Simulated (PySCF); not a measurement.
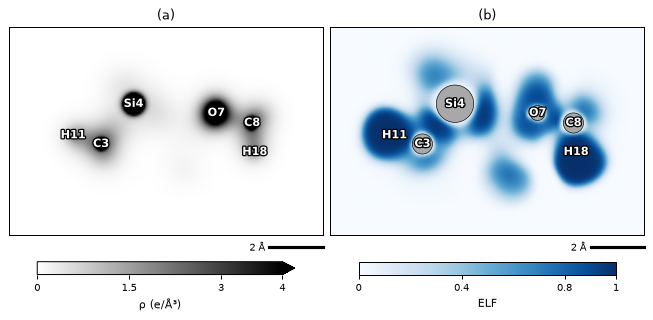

The picture shows: C3H11NO2Si2. (a) total electron density; (b) electron localisation function on the plane of atoms O7, C8 and H18. Grey discs cover the atomic cores in the ELF map.

Geometry: GFN2-xTB.

Method: PBE0/pcSseg-1, SCF density, gas phase, non-relativistic in PySCF 2.14.0.

```json
{"atom": "C", "x (Å)": "3.0595", "y (Å)": "-0.1354", "z (Å)": "1.1401"}
{"atom": "N", "x (Å)": "2.0264", "y (Å)": "-0.6812", "z (Å)": "0.6809"}
{"atom": "C", "x (Å)": "1.9014", "y (Å)": "-0.9761", "z (Å)": "-0.7004"}
{"atom": "Si", "x (Å)": "0.5995", "y (Å)": "0.2604", "z (Å)": "-1.4311"}
{"atom": "Si", "x (Å)": "-0.9746", "y (Å)": "0.5106", "z (Å)": "0.2091"}
{"atom": "O", "x (Å)": "-0.7734", "y (Å)": "-0.6019", "z (Å)": "1.3811"}
{"atom": "O", "x (Å)": "-2.3822", "y (Å)": "0.2583", "z (Å)": "-0.5551"}
{"atom": "C", "x (Å)": "-3.6505", "y (Å)": "0.1343", "z (Å)": "0.0157"}
{"atom": "H", "x (Å)": "3.0915", "y (Å)": "0.1088", "z (Å)": "2.1915"}
{"atom": "H", "x (Å)": "3.9421", "y (Å)": "0.1084", "z (Å)": "0.5419"}
{"atom": "H", "x (Å)": "2.8564", "y (Å)": "-0.9265", "z (Å)": "-1.2394"}
{"atom": "H", "x (Å)": "1.4991", "y (Å)": "-1.9866", "z (Å)": "-0.7874"}
{"atom": "H", "x (Å)": "0.2909", "y (Å)": "-0.2835", "z (Å)": "-2.7610"}
{"atom": "H", "x (Å)": "1.3564", "y (Å)": "1.5015", "z (Å)": "-1.6675"}
{"atom": "H", "x (Å)": "-1.0134", "y (Å)": "1.8169", "z (Å)": "0.8905"}
{"atom": "H", "x (Å)": "0.1282", "y (Å)": "-0.8505", "z (Å)": "1.6044"}
{"atom": "H", "x (Å)": "-4.3524", "y (Å)": "-0.1352", "z (Å)": "-0.7745"}
{"atom": "H", "x (Å)": "-3.6529", "y (Å)": "-0.6390", "z (Å)": "0.7857"}
{"atom": "H", "x (Å)": "-3.9617", "y (Å)": "1.0789", "z (Å)": "0.4681"}
```

### Read the bonding off the picture.

- The plane passes through C, Si, O and H nuclei.
- C–O (1.40 Å): the density is about 2.1 e/Å³ at the midpoint, with its minimum of 1.8 e/Å³ about 0.5 Å from C; the ELF peaks at about 0.90 between the atoms: a polar covalent bond.
- C–Si (1.94 Å): ρ at the midpoint is about 0.86 e/Å³; the ELF peaks at about 0.95 between the atoms; a shared electron pair.
- The ELF also peaks beside O7, away from the bonds: lone-pair regions.
